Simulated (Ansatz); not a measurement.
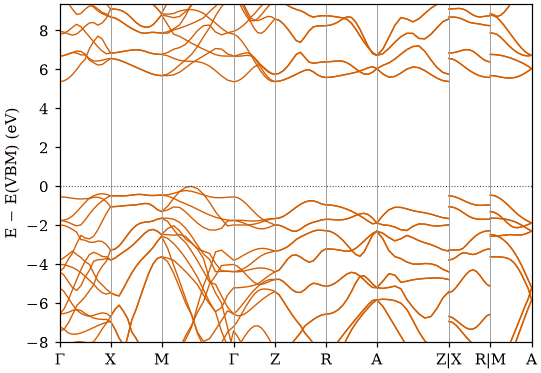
Fig. 1. Band structure from the program Ansatz at the r²SCAN level (PAW)

Problem. Read off the gap and where the band edges lie.

Solution. About 5.4 eV (5.37 eV by a search for the band edges); maximum on the M–Γ line, 40 % of the way from M, minimum at Γ.

Problem. Which compound is it?
A) HfO2, rutile
B) SiO2, P4_12_12 (Si on 4a, O on 8b)
C) ZrO2, P4_2/nmc (Zr on 2a, O on 4d)
D) C, P4_12_12 (C on 4a, C on 8b)

Solution. D, C, P4_12_12 (C on 4a, C on 8b)

The start of the workflow was typed in or built on a structure type; neither database checked (COD, Materials Project) lists it. It is not the phase usual at ambient conditions (space group No. 194, 227). Symmetry was held in the r²SCAN relaxation; whether a distortion lowers the energy is not shown. The volume moved by 26 % from the start of the relaxation.

Potentials: the earlier of the program's two PAW sets.
